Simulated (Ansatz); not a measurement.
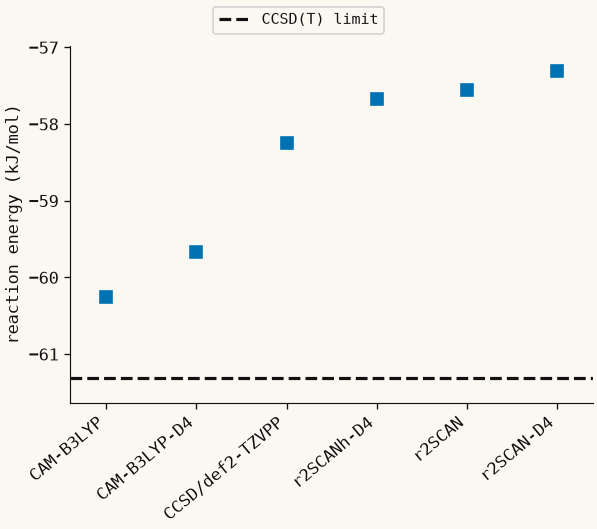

Electronic reaction energy of BH₂S₂F (FB(S)S) + Si₂NH₇S (N[SiH]([SiH3])S) → BNH₄S₂ (NB(S)S) + Si₂H₅SF (F[SiH]([SiH3])S) (SMILES in brackets) at several levels (functionals in def2-TZVPP unless a basis is named), isolated molecules at PBE0-D4 triple-zeta geometries, minima by their frequencies, no zero-point or thermal terms, the Ansatz code 0.2.0. The line is frozen-core CCSD(T) at the basis limit (MP2 extrapolated from triple and quadruple zeta, plus CCSD(T) less MP2 in a smaller set). No dispersion term is added to CAM-B3LYP and r2SCAN. The distance of CCSD/def2-TZVPP to the limit includes basis error.

Q: What do zero-point energy and temperature add?

A: Zero-point change 3.7 kJ/mol; at 298.15 K and 1 bar the CCSD(T) limit plus thermal terms gives an enthalpy of reaction of −58.5 and a free energy of −57.9 kJ/mol (harmonic PBE0-D4 modes, ideal gas).

Q: Give the values.

A:
| level | kJ/mol | less CCSD(T) limit |
| --- | --- | --- |
| CAM-B3LYP | −60.3 | 1.1 |
| CAM-B3LYP-D4 | −59.7 | 1.6 |
| CCSD/def2-TZVPP | −58.2 | 3.1 |
| r2SCANh-D4 | −57.7 | 3.6 |
| r2SCAN | −57.6 | 3.8 |
| r2SCAN-D4 | −57.3 | 4.0 |
| CCSD(T) limit | −61.3 | 0.0 |
